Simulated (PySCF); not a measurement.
C7H7FS (charge +1): EPR calculation

System: C7H7FS, charge +1, multiplicity 2, SMILES C[S+]c1ccccc1F.
Method: UKS B3LYP, pcH-1 on C F H S, non-relativistic, mean-field spin-orbit, GIAO (PySCF 2.14.0).

It belongs to a series of runs on one base structure; here: electron removed.

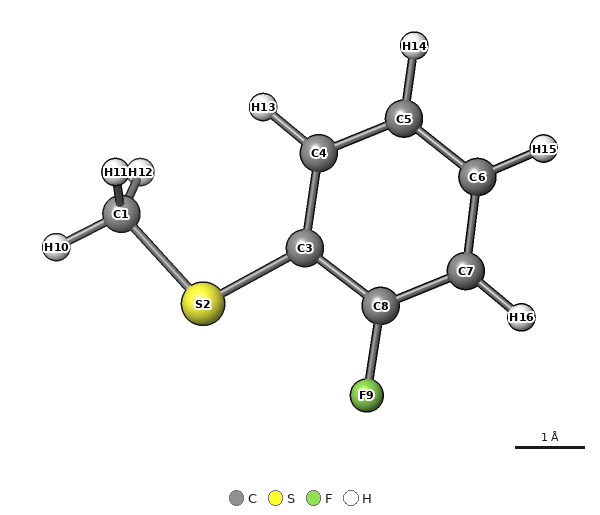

**Figure 1.** The structure (ball-and-stick view, seen at a tilt; atoms are numbered from 1 in the order of the input). Bond lengths as drawn: C–C 1.38 to 1.42 Å, C–F 1.33 Å, C–H 1.08 to 1.09 Å and C–S 1.73 to 1.79 Å.

### The input
```
{"job": {"kind": "epr", "basis": "pcH-1"}, "charge": 1, "multiplicity": 2}
C      2.946474    -0.178373     0.196486
S      1.717260    -1.237869    -0.570167
C      0.201477    -0.461288    -0.255253
C      0.007862     0.719135     0.480026
C     -1.262071     1.221085     0.651328
C     -2.371905     0.573577     0.095188
C     -2.212079    -0.594432    -0.636756
C     -0.940967    -1.102605    -0.802610
F     -0.746772    -2.219367    -1.491418
H      3.912428    -0.633858    -0.009018
H      2.915559     0.816926    -0.240803
H      2.792411    -0.128803     1.272154
H      0.848105     1.235407     0.914642
H     -1.404053     2.125037     1.222866
H     -3.359365     0.985261     0.236770
H     -3.051964    -1.110887    -1.074845
```

The first line tells a small driver script what to run in PySCF; the rest is the geometry in Å.

Hardware: 1 CPU thread, shared host.

Run as:
```bash
OMP_NUM_THREADS=1 python <driver script> task.json out
```

### Output
```
UKS, coarse grid
  cycle   1  E = -768.64824623  |g| = 4.38e-01
  cycle   2  E = -768.47102145  |g| = 7.46e-01
  cycle   3  E = -768.71421588  |g| = 1.23e-01
  cycle   4  E = -768.72100494  |g| = 7.17e-02
  cycle   5  E = -768.72351808  |g| = 1.32e-02
  cycle   6  E = -768.72358768  |g| = 6.48e-03
  cycle   7  E = -768.72361637  |g| = 2.78e-03
  cycle   8  E = -768.72362497  |g| = 1.32e-03
  cycle   9  E = -768.72362785  |g| = 8.78e-04
UKS, final grid
  cycle   1  E = -768.72356543  |g| = 1.40e-03
  cycle   2  E = -768.72356272  |g| = 2.70e-03
  cycle   3  E = -768.72356675  |g| = 2.36e-04
  cycle   4  E = -768.72356681  |g| = 1.49e-04
  cycle   5  E = -768.72356689  |g| = 7.83e-05
  cycle   6  E = -768.72356689  |g| = 2.31e-05
E = -768.72356689 Eh   <S^2> = 0.7603 (exact 0.7500)
g shifts (ppm)      1          2          3
  rmc          -213       -213       -213
  gc              2         46         47
  oz_so         -12       7084      13789
  total        -223       6917      13623
hyperfine (MHz)  atom isotope    a_iso     a_fc   dipolar eigenvalues
    0   13C      -9.12      -9.27     -1.69     -0.74      2.43
    1   33S      21.56      21.78    -54.40    -51.45    105.85
    2   13C      -3.95      -4.33    -11.34    -10.35     21.69
    3   13C      -0.07       0.01     -4.47     -3.71      8.18
    4   13C      -6.34      -6.27     -1.99     -1.62      3.60
    5   13C      18.08      18.11    -19.43    -18.27     37.70
    6   13C     -16.55     -16.56    -11.82      5.49      6.32
    7   13C      13.88      13.91    -17.04    -16.01     33.05
    8   19F      30.96      30.99    -70.12    -60.85    130.97
    9    1H      -0.70      -0.75     -2.52     -2.05      4.57
   10    1H      46.55      46.54     -2.89     -1.39      4.28
   11    1H      48.76      48.76     -2.87     -1.55      4.41
   12    1H      -4.87      -4.88     -2.33     -1.87      4.20
   13    1H      -1.79      -1.79     -1.95     -1.86      3.82
   14    1H     -15.93     -15.93     -9.40     -1.29     10.69
   15    1H       4.25       4.25     -2.19     -0.07      2.26
```

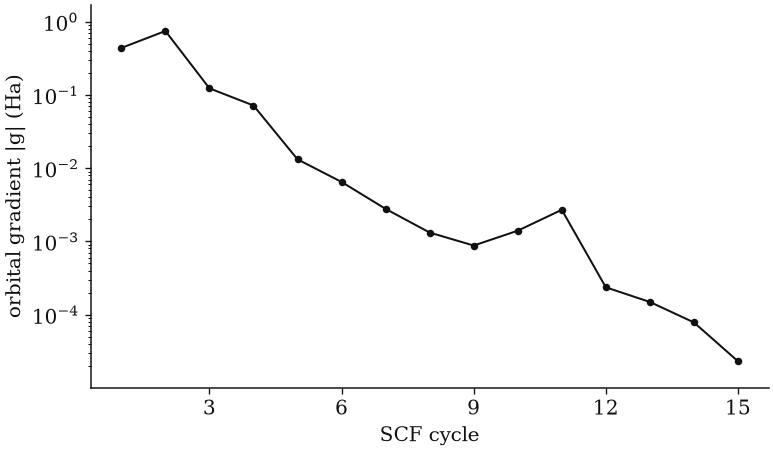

**Figure 2.** Convergence of the self-consistent field: orbital gradient |g| against the SCF cycle. All cycles printed in the log are drawn one after another.

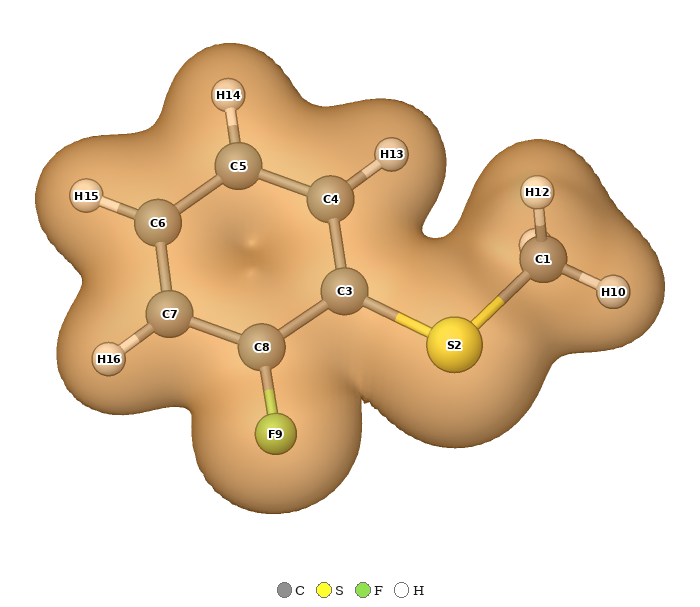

**Figure 3.** Isosurface of the electron density at 0.1 e/Å³ (orange), seen at an oblique angle. At this value the surface is in one piece. On the grid the lowest density along these lines, outside the cores, is 1.9 e/Å³ (C–F, 1.33 Å), 2.1 e/Å³ (C–C, 1.38 Å), 1.4 e/Å³ (C–S, 1.73 Å) and 2 e/Å³ (C–H, 1.08 Å).

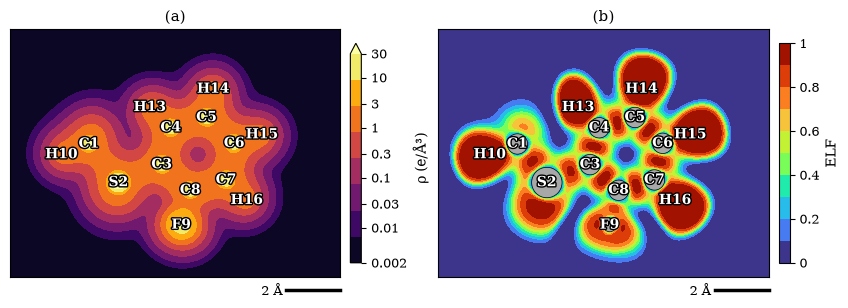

**Figure 4.** (a) total electron density; (b) electron localisation function on the plane of atoms C5, C6 and C7. Grey discs, where drawn, cover atomic cores. Atoms in the plane: C, S, F and H. C–S (1.73 Å): ρ is about 1.4 e/Å³ halfway; the ELF peaks at about 0.90 between the atoms, as expected for localised, shared-pair bonding. C–H (1.08 Å): ρ at the midpoint is about 2.1 e/Å³; the ELF climbs to about 1 towards the hydrogen, as it does in any bond to H; a covalent bond by its length.

### Key numbers

- outcome: converged
- total energy: −768.723567 hartree
- ⟨S²⟩: 0.760
- isotropic g: 2.0091
- wall time: 1.7 min
- peak memory: 1.2 GiB
